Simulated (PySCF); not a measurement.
**C$_{2}$H$_{7}$FO$_{2}$Si (SMILES CO[SiH](F)OC): density, localisation and related maps**

```xyz
13

C     2.3065    0.5383   -0.2439
O     0.9117    0.4195   -0.2973
Si   -0.0094   -0.8988   -0.4180
F     0.3622   -1.7273   -1.7377
O    -1.5162   -0.4482   -0.7170
C    -2.3800    0.3869   -0.0038
H     2.5513    1.5995   -0.2921
H     2.7706    0.0183   -1.0836
H     2.6924    0.1187    0.6876
H     0.1528   -1.8165    0.6945
H    -3.2471    0.5836   -0.6348
H    -1.8926    1.3293    0.2504
H    -2.7068   -0.1027    0.9165
```

Geometry: GFN2-xTB.

Theory: PBE0/def2-SVPD, SCF density, gas phase in PySCF 2.14.0.

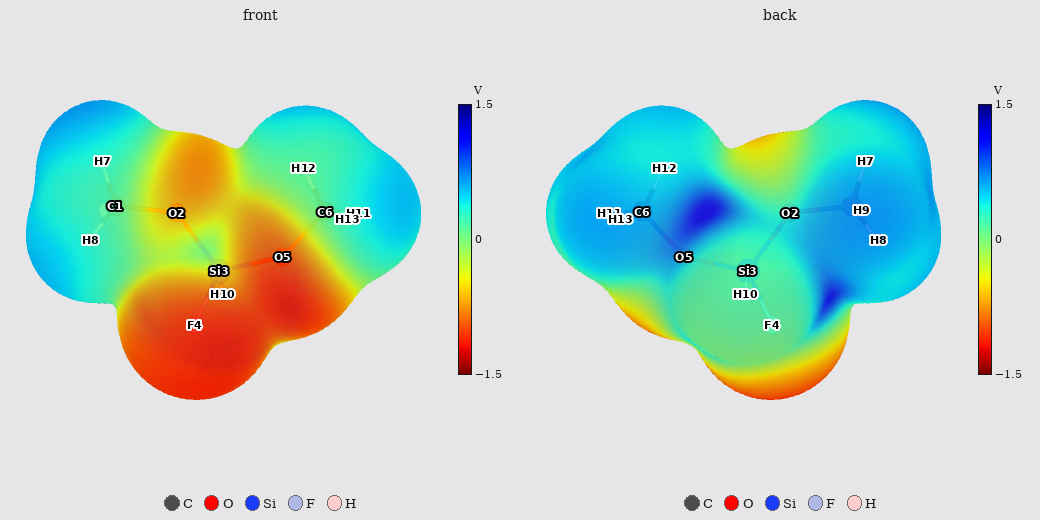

Figure 1. The molecular electrostatic potential painted on the density surface at 0.001 e/bohr³, seen from the front and from behind; the colour scale runs from red (negative) to blue (positive).

Q: Where is the surface potential most negative and most positive?

A: The most negative region (about −1.2 V, or −28 kcal/mol for a unit charge) lies over F4 and O5, the most positive (about +1.1 V, or +25 kcal/mol for a unit charge) over Si3.

Q: What dipole moment does the calculation give?

A: Its dipole moment is 2.56 D.

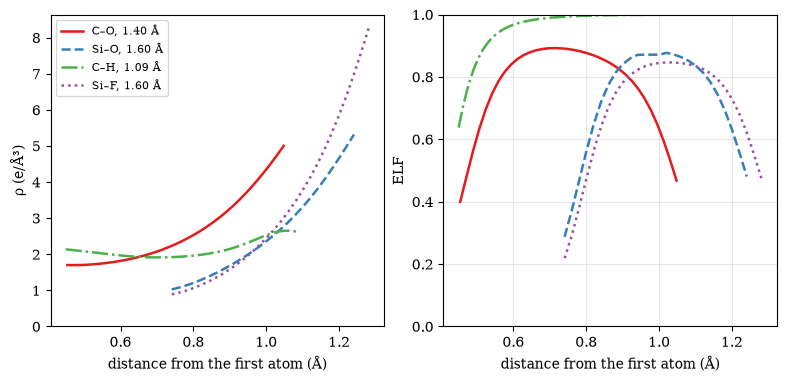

Figure 2. Total electron density and ELF along straight lines between neighbouring atoms. The curves leave out the atomic cores.

Q: Compare the contacts.

A: C–O (1.40 Å): ρ is about 2.1 e/Å³ halfway, with its minimum of 1.7 e/Å³ about 0.5 Å from C; the ELF peaks at about 0.90 between the atoms: a polar covalent bond.
Si–O (1.60 Å): ρ at the midpoint is about 1.2 e/Å³; the ELF peaks at about 0.90 between the atoms; a polar covalent bond.
C–H (1.09 Å): ρ at the midpoint is about 2 e/Å³; the ELF climbs to about 1 towards the hydrogen, as it does in any bond to H; an ordinary covalent bond to hydrogen.
Si–F (1.60 Å): the density is about 1.1 e/Å³ at the midpoint; the ELF peaks at about 0.85 in the valence shell of F, 0.6 Å from its nucleus, and is about 0.50 at the midpoint.
